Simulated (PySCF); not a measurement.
# SiH3 (silyl radical) at USVWN5/cc-pVTZ

Aim: the vertical ionisation energy of SiH3 (silyl radical) at USVWN5/cc-pVTZ, from 2 runs. 

The calculation is run with PySCF 2.14.0.

2 further runs of the same task are left out: 2 set aside as unsound or not needed.

### 1 Starting point

SiH3 has 4 atoms, charge 0, and is taken as a doublet. SMILES: `[SiH3]`. The shape is that of a GFN2-xTB optimisation.

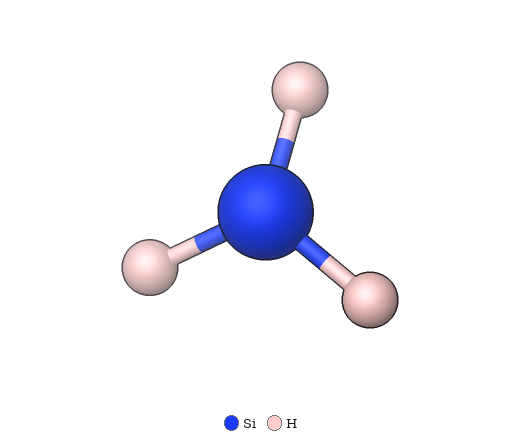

Viewed from a chosen angle; silicon blue, hydrogen pink.

### 2 The energy at USVWN5/cc-pVTZ

The input, calc.py:

```python
from pyscf import gto, dft

mol = gto.Mole()
mol.atom = '''
Si   0.206560  -0.018900  -0.115090
H    0.587110   0.661780   1.105640
H   -0.194960  -1.401590   0.043390
H   -0.598710   0.758710  -1.033940
'''
mol.spin = 1
mol.max_memory = 1860
mol.basis = 'cc-pvtz'
mol.verbose = 3
mol.build()

mf = dft.UKS(mol)
mf.xc = 'svwn'
mf.grids.level = 5
mf.conv_tol = 1e-10
mf.kernel()
if not mf.converged:
    mf = mf.newton().run(mf.mo_coeff, mf.mo_occ)

etot = mf.e_tot
print(f'total energy: {etot:.8f} hartree')
```

Started as:

```bash
$ OMP_NUM_THREADS=1 python calc.py
```

What it wrote:

```text
converged SCF energy = -290.034944349097  <S^2> = 0.75180996  2S+1 = 2.0018091
total energy: -290.03494435 hartree
```

It took 6 s on 1 thread of Arm Neoverse V1, shared host; peak memory 0.25 GiB.

### 3 The singlet cation

The input, job.py:

```python
from pyscf import gto, dft

mol = gto.M(
    atom=[
    ('Si', (0.206560, -0.018900, -0.115090)),
    ('H', (0.587110, 0.661780, 1.105640)),
    ('H', (-0.194960, -1.401590, 0.043390)),
    ('H', (-0.598710, 0.758710, -1.033940)),
],
    spin=0,
    max_memory=1860,
    basis='cc-pvtz',
    charge=1,
    verbose=3,
)

mf = dft.RKS(mol)
mf.xc = 'svwn'
mf.conv_tol = 1e-10
mf.grids.level = 5
mf.kernel()
if not mf.converged:
    mf = mf.newton().run(mf.mo_coeff, mf.mo_occ)

e_tot = mf.e_tot
print('E = %.10f Eh' % e_tot)
```

Started as:

```bash
$ OMP_NUM_THREADS=1 python job.py
```

What it wrote:

```text
converged SCF energy = -289.721213079306
E = -289.7212130793 Eh
```

Wall time 3.6 s (1 thread of Arm Neoverse V1, shared host); peak memory 0.25 GiB.

### 4 Outcome

Level: USVWN5/cc-pVTZ.

| quantity | value |
| --- | --- |
| doublet SiH3: total energy | -290.03494 Eh |
| doublet SiH3: dipole moment | 0.15 D |
| doublet SiH3: HOMO energy (highest over α and β) | -4.93 eV |
| doublet SiH3: LUMO energy (lowest over α and β) | -3.64 eV |
| doublet SiH3: ⟨S²⟩ | 0.752 |
| singlet cation: total energy | -289.72121 Eh |
| singlet cation: HOMO energy | -16.27 eV |
| singlet cation: LUMO energy | -12.07 eV |
| singlet cation: HOMO–LUMO gap | 4.20 eV |
| vertical ionisation energy (to the singlet cation) | 8.537 eV |

**Reading.** Removing an electron at fixed nuclei costs 8.54 eV (824 kJ/mol). Only the singlet of the ionised species was computed; a triplet could lie lower. Mulliken charges (doublet SiH3) run from -0.14 on Si1 to +0.05 on H4. Mulliken charges (singlet cation) run from +0.16 on H2 to +0.53 on Si1.
